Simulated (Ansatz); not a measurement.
## Ligand exchange: C2H3F3 + Sn(SH)2 → CHF3S + Sn(CH3)(SH)

Species: C2H3F3 (1,1,1-trifluoroethane) `CC(F)(F)F`, singlet; Sn(SH)2, singlet; CHF3S (trifluoromethanethiol) `FC(F)(F)S`, singlet; Sn(CH3)(SH), singlet. The partners trade CH3 for SH: C–CH3 and Sn–SH bonds give way to C–SH and Sn–CH3.

Shapes, held fixed at every level: PBE0-D4/def2-TZVP. Flexible molecules stand in one conformer, not always the lowest. Programs: Ansatz 0.2.0. The zero-point and thermal change to 298 K, harmonic and unscaled (PBE0-D4/def2-TZVP), is -6.4 kJ/mol.

```tsv
level	kind	ΔH(298 K) (kJ/mol)	less CCSD(T)/def2-TZVPP
HF/def2-SVP	Hartree–Fock	+193.8	+29.6
HF/def2-TZVPP	Hartree–Fock	+182.1	+17.9
B3LYP-D4/def2-TZVPP	global hybrid	+170.2	+6.0
r2SCAN0-D4/def2-TZVPP	global hybrid	+172.6	+8.4
wB97M-V/def2-TZVPP	range-separated hybrid	+162.9	-1.3
MP2/def2-SVP	perturbation theory	+174.1	+9.9
CCSD/def2-TZVPP	coupled cluster or CI	+166.0	+1.8
CCSD(T)/def2-TZVPP	coupled cluster or CI	+164.2	0.0
```

The highest level, CCSD(T)/def2-TZVPP, gives ΔH(298 K) = +164.2 kJ/mol; the levels span +162.9 to +193.8. The column of differences is taken from that level and isn't an error. No measured value is set beside it here. For atoms past krypton def2 sets carry core potentials with scalar relativity. Correlated rows may include outer-core shells of Sn, which these sets cover unevenly.

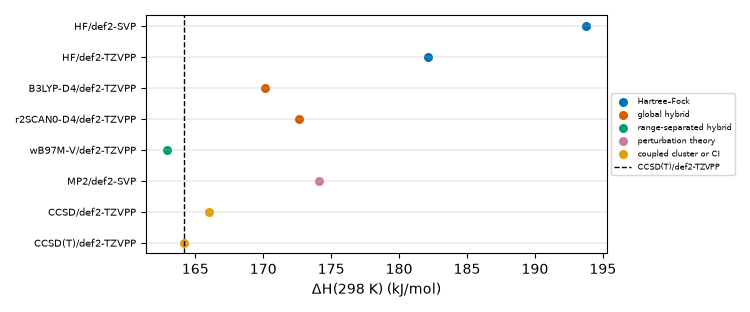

The values of the table, level by level.
